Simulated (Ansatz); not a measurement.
## Te3P4, from a guessed structure to a relaxed one

Starting from a made-up structure for Te3P4, the aim is the relaxed cell, its shortest contacts and, where a second run follows, its electronic structure.

Method: DFT, PBEsol, plane-wave PAW, files of the set soft_1, scalar-relativistic, no spin, cell and ions relaxed at zero pressure; PAW set soft_1, in the first sound run; inputs show where later runs differ, in Ansatz 0.2.0.

### Step 1. Starting point

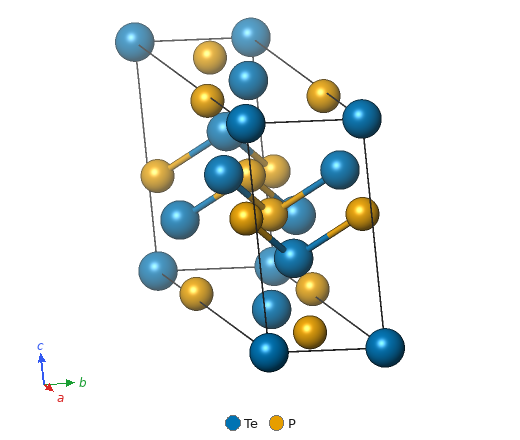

Start, viewed slightly off an axis; tellurium blue, phosphorus orange. This picture shows the conventional cell, with its axes. Some periodic images of atoms are drawn too.

As a file:

```cif
data_structure
_symmetry_space_group_name_H-M 'P 1'
_symmetry_Int_Tables_number 1
_cell_length_a 7.3086
_cell_length_b 7.3086
_cell_length_c 6.9740
_cell_angle_alpha 114.437
_cell_angle_beta 114.437
_cell_angle_gamma 27.707
_cell_volume 156.70
loop_
_atom_site_label
_atom_site_type_symbol
_atom_site_fract_x
_atom_site_fract_y
_atom_site_fract_z
_atom_site_occupancy
Te1 Te 0.00000 0.00000 0.00000 1
Te2 Te 0.73550 0.73550 0.68280 1
Te3 Te 0.26450 0.26450 0.31720 1
P4 P 0.64870 0.64870 0.97460 1
P5 P 0.35130 0.35130 0.02540 1
P6 P 0.91100 0.91100 0.55330 1
P7 P 0.08900 0.08900 0.44670 1
```

### Step 2. Relaxation of the guess

The guess takes its coordinates from another compound and its volume from a rule, so the cell and any free coordinates are relaxed together.

input.yaml

```yaml
crystal:
  lattice:
    - [7.096, -1.75, 0.0]
    - [7.096, 1.75, 0.0]
    - [-2.971587296, 0.0, 6.309226969]
  atoms:
    - { symbol: Te, position: [0.0, 0.0, 0.0] }
    - { symbol: Te, position: [0.7355, 0.7355, 0.6828] }
    - { symbol: Te, position: [0.2645, 0.2645, 0.3172] }
    - { symbol: P, position: [0.6487, 0.6487, 0.9746] }
    - { symbol: P, position: [0.3513, 0.3513, 0.0254] }
    - { symbol: P, position: [0.911, 0.911, 0.5533] }
    - { symbol: P, position: [0.089, 0.089, 0.4467] }
kpoints:
  mp_grid: { grid: [8, 8, 4] }
scf:
  occupations: { method: fermi_dirac, width: 0.05 }
hamiltonian:
  xc: pbesol
  pseudopotentials: { kind: paw, azcp: { folder: soft_1 }, xc_functional: pbe }
relax:
  f_tol: 0.015
  max_steps: 70
  cell: {}
output:
  forces: true
  stress: true
```

Run with:

```
> ansatz run input.yaml --threads 4 --pin off --max-ram 10240MiB --backend cpu --events-out ev --progress --plain --runs-dir out
```

Numbers of over 12 decimals in the logs are rounded to 6 here.

What it wrote:

```text
basis.fft_grid_basis auto: the FFT boxes are laid along the combinations [[1, -1, 0], [0, 1, 0], [0, 0, 1]] of the cell's own vectors, 3.500, 7.309 and 6.974 Å long. The dense box has 24×50×48 points. Along the cell's own vectors, as sized, it would have 50×50×48, 2.08 times as many. Of the 4 symmetry operations that the crystal satisfies within crystal.symmetry.tolerance (time reversal apart; of a slab, those that k [...]
Engine: ansatz 0.2.0, aarch64-unknown-linux-gnu
Pseudopotentials: kind: paw
Pseudopotential: Te, paw, valence charge 16, recommended cutoff 420 eV (normal), soft_1/Te.paw.azcp
Pseudopotential: P, paw, valence charge 5, recommended cutoff 420 eV (normal), soft_1/P.paw.azcp
Functional definition: PBEsol
  exchange = pbesol_x
  correlation = pbesol_c
Crystal: 7 atoms, lattice volume = 156.696 Å³
Basis set: ecut = 420 eV, 3059 PW (Γ), FFT grids on a1−a2, a2, a3, exchange–correlation on 48×100×96 points (8 copies of the dense FFT grid, shifted against one another)
Bands: 41, of which v1, the nominal top of the filled ones, is band 34 counted from 1 (33 counted from 0)
Symmetry: 4 space group operations
Space group: C2/m (ITA 12), of the structure as read, at distance tolerance 5.4e-5 Å
k-points: 78 of 256
Non-local potential: Te, projectors of the file, l = 0: 2, l = 1: 2, l = 2: 2, l = 3: 1
Non-local potential: P, projectors of the file, l = 0: 2, l = 1: 2, l = 2: 1
PAW form: soft (Blöchl's): semilocal exchange-correlation on the pseudo side does not see the compensation charge
PAW frozen core: Te, regenerated for the run's functional, and the local potential with it (the file was generated under x = pbe(κ = 0.804, μ = 0.219515), c = pbe(β = 0.066725))
PAW frozen core: P, regenerated for the run's functional, and the local potential with it (the file was generated under x = pbe(κ = 0.804, μ = 0.219515), c = pbe(β = 0.066725))
PAW one-centre angular grid: Te, 590 points (default); XC on 64 Gauss nodes
PAW one-centre angular grid: P, 110 points (default); XC on 64 Gauss nodes
Initial density: superposition of atomic densities (chi_scale 0.1, normalization cell, long waves kept (reshape's long-wave potential 0.01 eV rms))
Initial wavefunctions: pseudopotential atomic-orbital guess
Functional: x = pbesol(κ = 0.804, μ = 0.123457), c = pbesol(β = 0.046)
SCF iter   1: F=—  HF=-23661.165372 eV  |F-HF|=—  |Δ(HF+E_count)|=         —  Δρ=2.50e-2  dr2=1.90e0  ethr=3.10e-3  ⟨swp⟩=9.1  Hψ=15565  notcnv=0
preconditioner: auto → Kerker (q_TF=auto, 2.374 Å⁻¹)  [metal: Δε(μ)=0.006 eV  Ē_g=7.795 eV  σ=0.050 eV  W_gap=0.03  n_scr=38 (ndim 8)  ℏωp=18.3 eV  f_vac=0.000  D(μ)=3.66/eV (n_scr^D=24)]
SCF iter   2: F=—  HF=-23660.836772 eV  |F-HF|=—  |Δ(HF+E_count)|=   3.29e-1  Δρ=1.30e-2  dr2=4.16e-1  ethr=2.79e-3  ⟨swp⟩=2.0  Hψ=4246  notcnv=0  defer=40
SCF iter   3: F=—  HF=-23660.752698 eV  |F-HF|=—  |Δ(HF+E_count)|=   8.41e-2  Δρ=2.78e-3  dr2=1.06e-2  ethr=6.11e-4  ⟨swp⟩=3.0  Hψ=4815  notcnv=0  defer=43
SCF iter   4: F=—  HF=-23660.752793 eV  |F-HF|=—  |Δ(HF+E_count)|=   9.53e-5  Δρ=4.87e-4  dr2=8.08e-4  ethr=1.55e-5  ⟨swp⟩=2.0  Hψ=4512  notcnv=0  defer=43
SCF iter   5: F=—  HF=-23660.752746 eV  |F-HF|=—  |Δ(HF+E_count)|=   4.75e-5  Δρ=2.00e-4  dr2=1.57e-4  ethr=1.19e-6  ⟨swp⟩=2.6  Hψ=5552  notcnv=0  defer=43
SCF iter   6: F=—  HF=-23660.752732 eV  |F-HF|=—  |Δ(HF+E_count)|=   1.38e-5  Δρ=6.80e-5  dr2=2.14e-5  ethr=2.30e-7  ⟨swp⟩=3.0  Hψ=6084  notcnv=0  defer=43
SCF iter   7: F=—  HF=-23660.752730 eV  |F-HF|=—  |Δ(HF+E_count)|=   2.16e-6  Δρ=1.95e-5  dr2=1.53e-6  ethr=3.15e-8  ⟨swp⟩=2.1  Hψ=4042  notcnv=0  defer=43
SCF iter   8: F=—  HF=-23660.752730 eV  |F-HF|=—  |Δ(HF+E_count)|=   8.52e-8  Δρ=7.24e-6  dr2=1.69e-7  ethr=2.25e-9  ⟨swp⟩=3.0  Hψ=6552  notcnv=0  defer=43
SCF iter   9: F=-23660.752730 eV  HF=-23660.752730 eV  |F-HF|=8.16e-9  |Δ(HF+E_count)|=   1.49e-9  Δρ=2.08e-6  dr2=1.60e-8  ethr=1.47e-10  ⟨swp⟩=5.0  Hψ=10814  notcnv=0
SCF 1 converged in 9 iterations: F = -23660.752730 eV  dr2 = 1.60e-8
  greatest PAW one-centre occupation: 0.999 electrons in one spin orbital (limit 2), on the Te atom at site 2 (counted from 0), in its partial waves of l = 2
relax step   1: F+E_penalty+E_count = -23660.75272964 eV  Δ(F+E_penalty+E_count) = +0.000e0 eV  max|allowed force component| = 9.999e-1 eV/Å  Δτ_max = 0.0000 Å  P = +1.024 GPa  Ω = 156.696 Å³  (9 SCF iters, dr2 threshold 1.00e-7 eV, accepted)
Crystal: 7 atoms, lattice volume = 160.935 Å³
Basis set: ecut = 420 eV, 3111 PW (Γ), FFT grids on a1−a2, a2, a3, exchange–correlation on 48×100×96 points (8 copies of the dense FFT grid, shifted against one another)
Initial density: handed on by an earlier stage of this run
Initial wavefunctions: those handed on with the density
iter 1 solved again at ethr=6.90e-5 eV; its pass at ethr=3.10e-3 eV (dr2=4.69e-2 eV) is discarded
SCF iter   1: F=—  HF=-23661.370351 eV  |F-HF|=—  |Δ(HF+E_count)|=         —  Δρ=5.57e-3  dr2=4.63e-2  ethr=6.90e-5  ⟨swp⟩=2.1  Hψ=21314  notcnv=0
preconditioner: auto → Kerker (q_TF=auto, 2.363 Å⁻¹)  [metal: Δε(μ)=0.008 eV  Ē_g=7.806 eV  σ=0.050 eV  W_gap=0.04  n_scr=38 (ndim 8)  ℏωp=18.0 eV  f_vac=0.000  D(μ)=4.06/eV (n_scr^D=26)]
SCF iter   2: F=—  HF=-23661.363368 eV  |F-HF|=—  |Δ(HF+E_count)|=   6.98e-3  Δρ=3.28e-3  dr2=1.68e-2  ethr=6.80e-5  ⟨swp⟩=1.1  Hψ=3210  notcnv=0
SCF iter   3: F=—  HF=-23661.360895 eV  |F-HF|=—  |Δ(HF+E_count)|=   2.47e-3  Δρ=5.58e-4  dr2=4.41e-4  ethr=2.48e-5  ⟨swp⟩=2.0  Hψ=5578  notcnv=0
SCF iter   4: F=—  HF=-23661.360886 eV  |F-HF|=—  |Δ(HF+E_count)|=   9.69e-6  Δρ=1.41e-4  dr2=7.04e-5  ethr=6.48e-7  ⟨swp⟩=2.0  Hψ=5669  notcnv=0
SCF iter   5: F=—  HF=-23661.360886 eV  |F-HF|=—  |Δ(HF+E_count)|=   1.89e-7  Δρ=5.73e-5  dr2=1.19e-5  ethr=1.03e-7  ⟨swp⟩=2.6  Hψ=4520  notcnv=0
SCF iter   6: F=—  HF=-23661.360886 eV  |F-HF|=—  |Δ(HF+E_count)|=   8.63e-9  Δρ=1.85e-5  dr2=1.27e-6  ethr=1.74e-8  ⟨swp⟩=2.5  Hψ=5315  notcnv=0
SCF iter   7: F=-23661.360886 eV  HF=-23661.360886 eV  |F-HF|=8.07e-8  |Δ(HF+E_count)|=   8.04e-8  Δρ=6.26e-6  dr2=1.32e-7  ethr=1.03e-9  ⟨swp⟩=5.0  Hψ=11273  notcnv=0
SCF 2 converged in 7 iterations: F = -23661.360886 eV  dr2 = 1.32e-7
relax step   2: F+E_penalty+E_count = -23661.36088563 eV  Δ(F+E_penalty+E_count) = -6.082e-1 eV  max|allowed force component| = 7.611e-1 eV/Å  Δτ_max = 0.1950 Å  P = -0.187 GPa  Ω = 160.935 Å³  energy of the carried Pulay correction = -7.126e-4 eV  (7 SCF iters, dr2 threshold 7.00e-7 eV, accepted)
Crystal: 7 atoms, lattice volume = 160.184 Å³
[...]
relax step  23: F+E_penalty+E_count = -23662.68262839 eV  Δ(F+E_penalty+E_count) = -6.310e-4 eV  max|allowed force component| = 1.011e-1 eV/Å  Δτ_max = 0.0296 Å  P = -0.057 GPa  Ω = 159.690 Å³  energy of the carried Pulay correction = -5.053e-4 eV  (6 SCF iters, dr2 threshold 4.12e-7 eV, accepted)
relax step  24: F+E_penalty+E_count = -23662.68524887 eV  Δ(F+E_penalty+E_count) = -2.620e-3 eV  max|allowed force component| = 2.495e-2 eV/Å  Δτ_max = 0.0118 Å  P = +0.025 GPa  Ω = 160.026 Å³  energy of the carried Pulay correction = -5.613e-4 eV  (5 SCF iters, dr2 threshold 6.39e-7 eV, accepted)
relax step  25: F+E_penalty+E_count = -23662.68255885 eV  Δ(F+E_penalty+E_count) = +2.690e-3 eV  max|allowed force component| = 6.312e-2 eV/Å  Δτ_max = 0.0845 Å  P = -0.039 GPa  Ω = 160.085 Å³  energy of the carried Pulay correction = -5.712e-4 eV  (8 SCF iters, dr2 threshold 3.89e-8 eV, rejected (line search))
relax step  26: F+E_penalty+E_count = -23662.68509556 eV  Δ(F+E_penalty+E_count) = +1.533e-4 eV  max|allowed force component| = 3.748e-2 eV/Å  Δτ_max = 0.0200 Å  P = -0.045 GPa  Ω = 160.392 Å³  energy of the carried Pulay correction = -6.224e-4 eV  (10 SCF iters, rejected (line search))
relax step  27: F+E_penalty+E_count = -23662.68575659 eV  Δ(F+E_penalty+E_count) = -5.077e-4 eV  max|allowed force component| = 1.103e-2 eV/Å  Δτ_max = 0.0097 Å  P = +0.000 GPa  Ω = 160.129 Å³  energy of the carried Pulay correction = -5.786e-4 eV  (9 SCF iters, accepted)
relax step  28: F+E_penalty+E_count = -23662.68583877 eV  Δ(F+E_penalty+E_count) = -8.217e-5 eV  max|allowed force component| = 1.371e-2 eV/Å  Δτ_max = 0.0233 Å  P = -0.035 GPa  Ω = 160.268 Å³  energy of the carried Pulay correction = -6.018e-4 eV  (7 SCF iters, dr2 threshold 6.89e-9 eV, accepted)
relax step  29: F+E_penalty+E_count = -23662.68622997 eV  Δ(F+E_penalty+E_count) = -3.912e-4 eV  max|allowed force component| = 3.720e-3 eV/Å  Δτ_max = 0.0056 Å  P = +0.023 GPa  Ω = 160.047 Å³  energy of the carried Pulay correction = -5.650e-4 eV  (6 SCF iters, dr2 threshold 6.03e-8 eV, accepted)
relax step  30: F+E_penalty+E_count = -23662.69436507 eV  Δ(F+E_penalty+E_count) = -8.135e-3 eV  max|allowed force component| = 4.000e-3 eV/Å  Δτ_max = 0.0000 Å  P = +0.103 GPa  Ω = 160.047 Å³  stress off target by 1.96e-1 GPa  SCF on the basis re-selected at this cell (its energy is not comparable with the rows above)  (7 SCF iters)
relax step  31: F+E_penalty+E_count = -23662.69433779 eV  Δ(F+E_penalty+E_count) = +2.727e-5 eV  max|allowed force component| = 2.349e-2 eV/Å  Δτ_max = 0.0029 Å  P = +0.030 GPa  Ω = 160.300 Å³  energy of the carried Pulay correction = -3.987e-5 eV  (5 SCF iters, dr2 threshold 9.63e-8 eV, accepted)
relax step  32: F+E_penalty+E_count = -23662.69458133 eV  Δ(F+E_penalty+E_count) = -2.435e-4 eV  max|allowed force component| = 7.092e-3 eV/Å  Δτ_max = 0.0047 Å  P = -0.044 GPa  Ω = 160.521 Å³  energy of the carried Pulay correction = -7.680e-5 eV  (5 SCF iters, dr2 threshold 1.12e-7 eV, accepted)
relax step  33: F+E_penalty+E_count = -23662.69463879 eV  Δ(F+E_penalty+E_count) = -5.746e-5 eV  max|allowed force component| = 3.393e-3 eV/Å  Δτ_max = 0.0021 Å  P = +0.007 GPa  Ω = 160.404 Å³  energy of the carried Pulay correction = -5.778e-5 eV  (5 SCF iters, dr2 threshold 6.58e-9 eV, accepted)
iter 1 solved again at ethr=8.07e-7 eV; its pass at ethr=3.10e-3 eV (dr2=5.49e-4 eV) is discarded
SCF iter   1: F=—  HF=-23662.694693 eV  |F-HF|=—  |Δ(HF+E_count)|=         —  Δρ=1.09e-5  dr2=3.67e-8  ethr=8.07e-7  ⟨swp⟩=4.0  Hψ=25215  notcnv=0
eigensolver tolerance schedule: the retry pair's looser diagonalisation over-reported the residual by 14958.79 of it (diagonalisation noise at an unbounded share of the residual, at the tolerance the schedule requests for it); recorded, not acted on — ethr = c·dr2/N_el stays at c = 1.0e-1
SCF iter   2: F=—  HF=-23662.694694 eV  |F-HF|=—  |Δ(HF+E_count)|=   1.11e-6  Δρ=5.44e-6  dr2=8.03e-9  ethr=5.39e-11  ⟨swp⟩=4.2  Hψ=9939  notcnv=0
SCF iter   3: F=—  HF=-23662.694694 eV  |F-HF|=—  |Δ(HF+E_count)|=   6.21e-8  Δρ=3.71e-6  dr2=3.76e-9  ethr=1.18e-11  ⟨swp⟩=1.3  Hψ=3227  notcnv=0
SCF iter   4: F=—  HF=-23662.694694 eV  |F-HF|=—  |Δ(HF+E_count)|=   5.45e-8  Δρ=2.38e-7  dr2=1.70e-10  ethr=5.53e-12  ⟨swp⟩=2.0  Hψ=5859  notcnv=0
SCF iter   5: F=-23662.694694 eV  HF=-23662.694694 eV  |F-HF|=2.18e-11  |Δ(HF+E_count)|=  1.82e-11  Δρ=1.31e-7  dr2=5.74e-11  ethr=1.00e-12  ⟨swp⟩=5.5  Hψ=11370  notcnv=0
SCF 34 converged in 5 iterations: F = -23662.694694 eV  dr2 = 5.74e-11
relax step  34: F+E_penalty+E_count = -23662.69469379 eV  Δ(F+E_penalty+E_count) = -5.500e-5 eV  max|allowed force component| = 3.392e-3 eV/Å  Δτ_max = 0.0000 Å  P = +0.007 GPa  Ω = 160.404 Å³  stress off target by 9.60e-3 GPa  SCF on the basis re-selected at this cell (its energy is not comparable with the rows above)  (5 SCF iters)
basis re-selected at this cell: Δ(F+E_penalty+E_count) = -5.500e-5 eV, ΔP = -0.000 GPa vs the last step (what re-selecting the basis moved, of the pressure what is left beyond the Pulay correction that the steps carried, after the strain that the cell walked since its last selection, with what the two solves' SCF thresholds leave and, on support functions, any second-order correction that the steps lacked; it is no m [...]
SCF converged after 5 iterations
Free energy (F): -23662.694694 eV
Harris-Foulkes:  -23662.694694 eV  (|F-HF|=2.18e-11)
Internal energy: -23662.670464 eV  (E = F + TS)
E sigma→0 (E₀):  -23662.682579 eV
Entropy (-TS):   -0.024229 eV (-3.461 meV/atom)
Fermi energy:    9.493956 eV
--- Per-component energies (eV) ---
  E_band       = -706.605526
  E_kinetic    = 785.048689
  E_local      = -5197.443897  (includes V_loc(G=0)·N_el)
  E_nonlocal   = 332.385216
  E_hartree    = 2564.500933
  E_xc         = -652.142550
  E_vxc        = -548.461828  (∫ρ·V_xc dr)
  E_paw        = -15946.487423  (= ΣΔE_a)
  E_vpaw       = -1207.135853  (= ΣTr[D̂ρ^β])
  E_aug_tail   = 0.000250  (compensation charges beyond the density's cutoff)
  E_ewald      = -5549.840501
  E_core_change = 1.308818  (= ΣΔE_core)
  E_smearing   = -0.024229  (= −TS)
  E_closure    = -0.000000  (closes the sum)
  Σ components = -23662.694694   (vs F -23662.694694, Δ=0.00e0)
--- Forces (eV/Å), atoms counted from 1 ---
  atom   1  Te    -0.00000000     0.00000000     0.00000000
  atom   2  Te    -0.00111329     0.00000000    -0.00133386
  atom   3  Te     0.00111329    -0.00000000     0.00133386
  atom   4  P     -0.00033915     0.00000000    -0.00100302
  atom   5  P      0.00033915    -0.00000000     0.00100302
  atom   6  P     -0.00339234    -0.00000000    -0.00021225
  atom   7  P      0.00339234     0.00000000     0.00021225
  max |Σ_I F_I| component: 2.17e-19 eV/Å
--- Stress (GPa, compression-positive) ---
        0.001190      -0.000000      -0.000003
       -0.000000       0.009597       0.000000
       -0.000003       0.000000       0.009321
  P = ⅓ Tr σ = 0.0067 GPa (0.067 kbar)
--- Relaxed structure (32 steps of the walk, 28 accepted, 2 SCFs on fresh bases) ---
  F+E_penalty+E_count = -23662.69469379 eV   max|allowed force component| = 3.392e-3 eV/Å   (the final SCF, on the basis selected at the relaxed cell)
  cell:  # Å, volume = 160.4040 Å³
    - [6.558033, -1.977928, 0.872615]
    - [6.558033, 1.977928, 0.872615]
    - [-1.970440, -2.506437818100796e-16, 5.920840]
  atoms:
    - { symbol: Te, position: [0, 0, 1.276554690597449e-19] }
    - { symbol: Te, position: [0.699424, 0.699424, 0.732660] }
    - { symbol: Te, position: [0.300576, 0.300576, 0.267340] }
    - { symbol: P, position: [0.655314, 0.655314, 1.120228] }
    - { symbol: P, position: [0.344686, 0.344686, -0.120228] }
    - { symbol: P, position: [0.930067, 0.930067, 0.552369] }
    - { symbol: P, position: [0.069933, 0.069933, 0.447631] }
```

Elapsed: 3.1 min, on 4 threads of Arm Neoverse V2, shared host; peak memory 0.7 GiB; 12 min of CPU time.

The steps of the relaxation (22 of 34):

| step | energy less that of the first step (eV) | largest force component (eV/Å) | pressure (GPa) | volume (Å³) |
| --- | --- | --- | --- | --- |
| 1 | 0.0000 | 0.9999 | 1.02 | 156.70 |
| 3 | -1.2026 | 0.8922 | 1.15 | 160.18 |
| 4 | -1.0539 | 3.3929 | 3.97 | 162.00 |
| 6 | -1.4764 | 0.1320 | 0.28 | 165.59 |
| 7 | -1.5166 | 0.1060 | -0.40 | 167.88 |
| 9 | -1.5827 | 0.1113 | 0.25 | 162.59 |
| 10 | -1.5960 | 0.1072 | 0.06 | 163.31 |
| 12 | -1.7815 | 0.3545 | 0.11 | 162.03 |
| 14 | -1.5485 | 1.2145 | 3.24 | 160.27 |
| 15 | -1.8743 | 0.1782 | -0.40 | 163.01 |
| 17 | -1.9124 | 0.1195 | -0.14 | 161.48 |
| 18 | -1.9200 | 0.1124 | 0.06 | 160.29 |
| 20 | -1.9255 | 0.0529 | 0.03 | 160.53 |
| 21 | -1.9272 | 0.0367 | -0.03 | 160.40 |
| 23 | -1.9299 | 0.1011 | -0.06 | 159.69 |
| 25 | -1.9298 | 0.0631 | -0.04 | 160.08 |
| 26 | -1.9324 | 0.0375 | -0.05 | 160.39 |
| 28 | -1.9331 | 0.0137 | -0.03 | 160.27 |
| 29 | -1.9335 | 0.0037 | 0.02 | 160.05 |
| 31 | -1.9416 | 0.0235 | 0.03 | 160.30 |
| 32 | -1.9419 | 0.0071 | -0.04 | 160.52 |
| 34* | -1.9420 | 0.0034 | 0.01 | 160.40 |

Relaxation steps marked * repeat the geometry before them on a plane-wave basis chosen anew for their cell, so energy and pressure can jump there. Other such steps can lie between the rows shown. Relaxation steps 4, 14, 25, 26 were tried and not accepted.

Forces are held to the 4 operations that the run works with; a distortion that breaks them can't arise in this run.

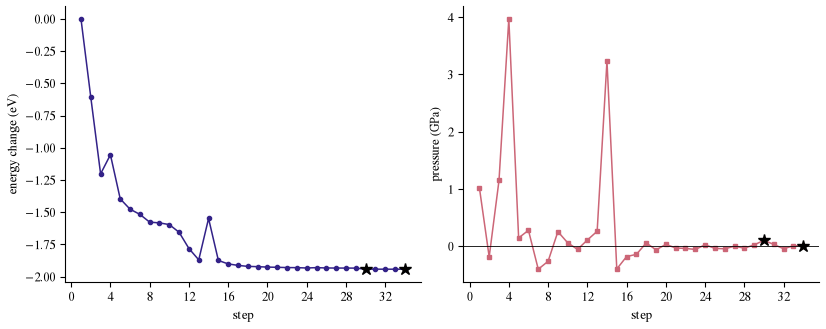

Energy and pressure along the relaxation. Stars mark steps on a basis chosen anew.

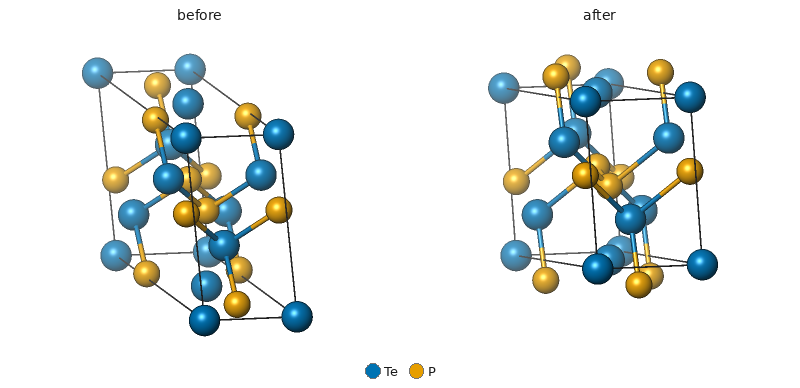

The structure before and after the relaxation, drawn at the same scale.

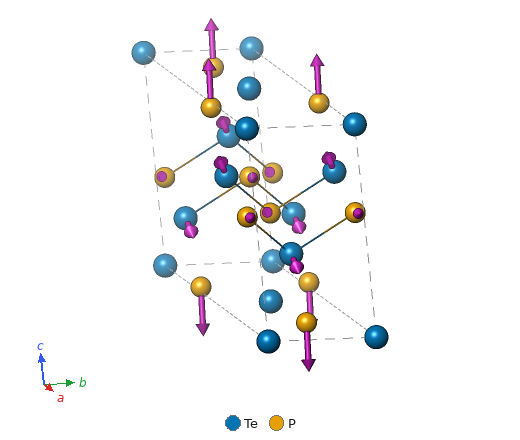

Displacements in the relaxation, exaggerated, measured against the changing cell; the longest in the cell stands for 0.90 Å. Some periodic images of atoms are drawn too.

| cell as run | before | after | change |
| --- | --- | --- | --- |
| a (Å) | 7.309 | 6.905 | -5.5 % |
| b (Å) | 7.309 | 6.905 | -5.5 % |
| c (Å) | 6.974 | 6.240 | -10.5 % |
| α (°) | 114.44 | 100.37 | -12.3 % |
| β (°) | 114.44 | 100.37 | -12.3 % |
| γ (°) | 27.71 | 33.29 | +20.1 % |
| volume (Å³/atom) | 22.39 | 22.91 | +2.4 % |

The atoms that moved most (Å, as changes of fractional coordinates times the final cell):

| atom | dx | dy | dz | length |
| --- | --- | --- | --- | --- |
| P4 | -0.200 | 0.000 | 0.874 | 0.896 |
| P5 | 0.200 | 0.000 | -0.874 | 0.896 |
| Te2 | -0.571 | 0.000 | 0.232 | 0.617 |
| Te3 | 0.571 | 0.000 | -0.232 | 0.617 |
| P7 | -0.252 | 0.000 | -0.028 | 0.253 |
| P6 | 0.252 | 0.000 | 0.028 | 0.253 |

The relaxed structure:

```cif
data_structure
_symmetry_space_group_name_H-M 'P 1'
_symmetry_Int_Tables_number 1
_cell_length_a 6.9052
_cell_length_b 6.9052
_cell_length_c 6.2401
_cell_angle_alpha 100.369
_cell_angle_beta 100.369
_cell_angle_gamma 33.290
_cell_volume 160.40
loop_
_atom_site_label
_atom_site_type_symbol
_atom_site_fract_x
_atom_site_fract_y
_atom_site_fract_z
_atom_site_occupancy
Te1 Te 0.00000 0.00000 0.00000 1
Te2 Te 0.69942 0.69942 0.73266 1
Te3 Te 0.30058 0.30058 0.26734 1
P4 P 0.65531 0.65531 0.12023 1
P5 P 0.34469 0.34469 0.87977 1
P6 P 0.93007 0.93007 0.55237 1
P7 P 0.06993 0.06993 0.44763 1
```

This step gave:

```
free energy             : -23662.6947 eV
energy at zero smearing : -23662.6826 eV
smearing term TS        : 0.02423 eV
Fermi energy            : 9.494 eV
electrons               : 68
symmetry operations     : 4
pressure                : 0.006703 GPa
```

The shortest distance of each pair, which need not be the same contact before and after:

| pair | guess (Å) | relaxed (Å) |
| --- | --- | --- |
| P–P | 2.921 | 2.075 |
| P–Te | 2.679 | 2.592 |
| Te–Te | 3.260 | 3.893 |

The relaxation ends with a largest force component of 0.0034 eV/Å and a pressure of 0.01 GPa.

[end of part 1 of 2]

[Logs are printed without paths, hosts, clocks, repeated set-up lines and the standing remarks that a program may print on its own settings, such as how far it seeks lower states.]

[Hosts, paths, dates, database ids (printed as entryN), source tags and the programs' standing remarks are cut or masked in the printed files.]
